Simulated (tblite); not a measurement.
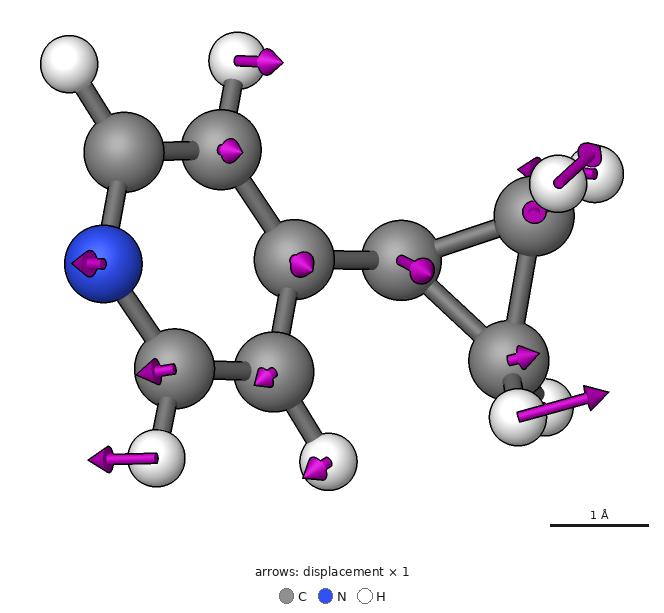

This is a relaxation of C8H8N (multiplicity 2). The starting structure is drawn; purple arrows show the displacements, at their true length. The two geometries are superimposed by the best rigid fit.

The picture is a ball-and-stick view, seen from a free direction.

These are results of tblite 0.8.0, GFN2-xTB geometry optimisation, gas phase, not measurements. 

Question: What did the optimiser do to the structure, and how much energy did it gain?

Answer: The largest move after the best rigid fit is that of an H atom, 0.98 Å. By element the largest moves are H 0.98 Å, C 0.81 Å, N 0.42 Å. Some distances before and after: C–C 1.503 → 1.369 Å, C–C 1.513 → 1.457 Å, C–C 1.373 → 1.424 Å, C–H 1.107 → 1.083 Å. Bond angles that change, for instance: C–C–C 118.6° → 148.5°, C–C–C 120.6° → 148.6°, N–C–H 123.5° → 115.0°. The energy falls by 22.8 kcal/mol in 74 geometry steps.
